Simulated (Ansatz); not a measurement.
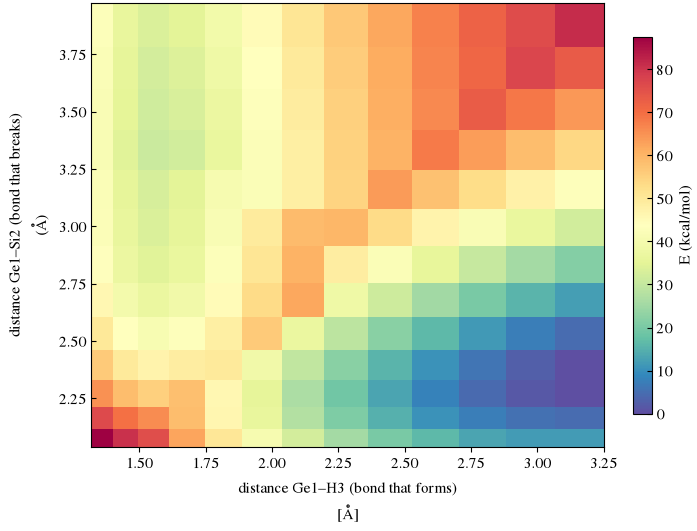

Energy landscape of the reacting system F₂GeH₄Si (fragments F₂GeH₄Si where the first distance is long, GeH₄ + F₂Si where the second is long). First axis: distance Ge1–H3 (bond that forms). Second axis: distance Ge1–Si2 (bond that breaks). Relaxed at each point: all other coordinates. Grid: 13 × 13 points. Points are written as (first, second). Energies: kcal/mol, counted from the lowest grid point. Energies and slopes of some neighbouring points disagree (a jump in structure or state, or too coarse a mesh). The reference is spin-restricted, so regions where a bond is pulled apart into radicals lie too high. Computed with RKS SPW92 (LDA)/def2-SVP (Ansatz 0.2.0).

In the figure: one coloured cell a grid point. 

Describe this landscape.

The lowest grid point is at (3.159 Å, 2.271 Å). It lies at the edge of the scanned range, so the true minimum may lie outside. Other grid points that lie below all their neighbours: (1.551 Å, 3.335 Å) (31 kcal/mol higher). The highest grid point, (1.359 Å, 2.079 Å), lies 88 kcal/mol above the lowest.

The input of one point:

```yaml
crystal:
  periodic: [false, false, false]
  atoms:
    - { symbol: Ge, position_ang: [-0.749745, 0.014498, 0.885219] }
    - { symbol: Si, position_ang: [0.72835, 0.033366, -0.838824] }
    - { symbol: H, position_ang: [0.76926, -1.371437, -1.512925] }
    - { symbol: F, position_ang: [2.252916, 0.36444, -0.426627] }
    - { symbol: F, position_ang: [0.383304, 1.075366, -2.021615] }
    - { symbol: H, position_ang: [-0.338582, -1.071628, 1.900609] }
    - { symbol: H, position_ang: [-2.144183, -0.385021, 0.360177] }
    - { symbol: H, position_ang: [-0.901421, 1.340414, 1.653984] }
basis:
  gaussian: { orbitals: def2-SVP }
hamiltonian:
  xc: lda
output:
  forces: true
relax:
  f_tol: 0.02
  max_steps: 50
  escape_saddle: false
  constraints: [{ distance: [0, 2] }, { distance: [0, 1] }]
scf:
  lower_state_search: "off"
```

Time for the 169 points that were run: 26 min on 1 thread of Arm Neoverse V2, on a shared host.
